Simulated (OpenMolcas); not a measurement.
# UPW91/cc-pCVTZ (RICD fitting) run of SiF3 (trifluorosilyl)

What is the vertical doublet–quartet gap of SiF3 (trifluorosilyl) at UPW91/cc-pCVTZ (RICD fitting)? 

The results are computed with OpenMolcas 26.06.

### Step 1. The molecule

The species is SiF3 (4 atoms), meant as a doublet with charge 0. SMILES: `F[Si](F)F`. The coordinates come from a PBE0-D4/def2-TZVP relaxation.

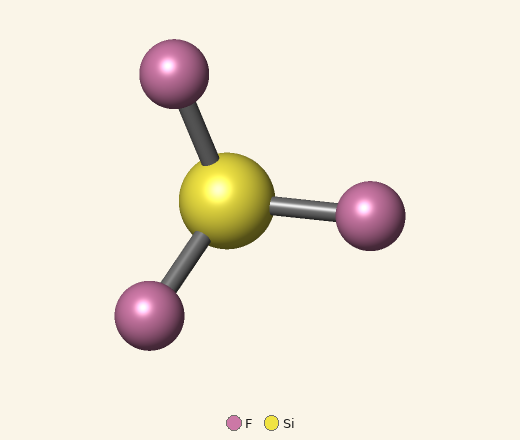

Viewed from a chosen angle; fluorine pink, silicon yellow.

### Step 2. The energy at UPW91/cc-pCVTZ (RICD fitting)

job.inp

```
* F3Si Kohn-Sham DFT
>>> EXPORT MOLCAS_PRINT=2

&GATEWAY
 BasLib=$CurrDir
 Coord
 4
 angstrom
 F        0.784850      -0.507040       1.151700
 Si      -0.282750       0.213060       0.234280
 F       -0.994260      -0.892250      -0.644340
 F        0.492160       1.186230      -0.741640
 Basis=cc-pCVTZ
 Group=NoSym
 RICD

&SEWARD

&SCF
 UHF
 Spin=2
 KSDFT=2
 1.0 GGA_X_PW91
 1.0 GGA_C_PW91
 PrOrbitals=1 1
```

The basis set cc-pCVTZ is read from a file made from the Basis Set Exchange's data (not shown).

Started as:

```
$ export MOLCAS_MEM=1860
$ pymolcas job.inp > job.log
```

Output (excerpt; [...] marks lines left out):

```text
--- Start Module: gateway ---
[...]
--- Stop Module: gateway /rc=_RC_ALL_IS_WELL_ ---
[...]
--- Start Module: seward ---
[...]
      Basis functions          188
--- Stop Module: seward /rc=_RC_ALL_IS_WELL_ ---
[...]
--- Start Module: scf ---
[...]
       Convergence after  10 Iterations
[...]
::    Total KS-DFT energy                            -589.2086343066
[...]
      Total spin, S                                     0.5005859871
[...]
      Total electronic charge=   41.000000
      Total            charge=   -0.000000
[...]
      Dipole Moment (debye):
      Origin of the operator (angstrom)=   -0.0299    0.0225    0.0248
                   X= -6.3808E-01               Y=  4.8028E-01               Z=  5.2829E-01           Total=  9.5755E-01
      Quadrupole Moment (debye*angstrom):
[...]
--- Stop Module: scf /rc=_RC_ALL_IS_WELL_ ---
[...]
```

Wall time 18 s (1 thread of Arm Neoverse V1, shared host); peak memory 0.37 GiB.

### Step 3. The quartet at the same level

job.inp

```
&GATEWAY
BASLIB=$CurrDir
COORD
4
angstrom
F        0.784850      -0.507040       1.151700
Si      -0.282750       0.213060       0.234280
F       -0.994260      -0.892250      -0.644340
F        0.492160       1.186230      -0.741640
BASIS=cc-pCVTZ
GROUP=NoSym
RICD
&SEWARD
&SCF
UHF
SPIN=4
KSDFT=2
1.0 GGA_X_PW91
1.0 GGA_C_PW91
PRORBITALS=1 1
```

The basis set cc-pCVTZ is read from a file made from the Basis Set Exchange's data (not shown).

Started as:

```
$ export MOLCAS_MEM=1860
$ pymolcas job.inp > job.log
```

Output (excerpt; [...] marks lines left out):

```text
--- Start Module: gateway ---
[...]
--- Stop Module: gateway /rc=_RC_ALL_IS_WELL_ ---
[...]
--- Start Module: seward ---
[...]
      Basis functions          188
--- Stop Module: seward /rc=_RC_ALL_IS_WELL_ ---
[...]
--- Start Module: scf ---
[...]
       Convergence after  39 Iterations
[...]
::    Total KS-DFT energy                            -588.8202332150
[...]
      Total spin, S                                     1.5006282742
[...]
      Total electronic charge=   41.000000
      Total            charge=   -0.000000
[...]
      Dipole Moment (debye):
      Origin of the operator (angstrom)=   -0.0299    0.0225    0.0248
                   X=  1.0943E+00               Y= -1.5440E+00               Z= -7.4607E-01           Total=  2.0342E+00
      Quadrupole Moment (debye*angstrom):
[...]
--- Stop Module: scf /rc=_RC_ALL_IS_WELL_ ---
[...]
```

Wall time 44 s (1 thread of Arm Neoverse V1, shared host); peak memory 0.37 GiB.

### Step 4. What came out

At UPW91/cc-pCVTZ (RICD fitting):

| quantity | value |
| --- | --- |
| doublet: total energy | -589.20863 Eh |
| doublet: dipole moment | 0.96 D |
| doublet: HOMO energy (highest over α and β) | -6.44 eV |
| doublet: LUMO energy (lowest over α and β) | -4.28 eV |
| doublet: ⟨S²⟩ | 0.751 |
| quartet: total energy | -588.82023 Eh |
| quartet: dipole moment | 2.03 D |
| quartet: HOMO energy (highest over α and β) | -0.54 eV |
| quartet: ⟨S²⟩ | 3.753 |
| vertical energy of the quartet above the doublet | 10.569 eV |

**Reading.** At this shape the quartet lies 10.57 eV (244 kcal/mol) above the doublet. Mulliken charges (doublet) run from -0.21 on F1 to +0.64 on Si2; they depend strongly on the basis.
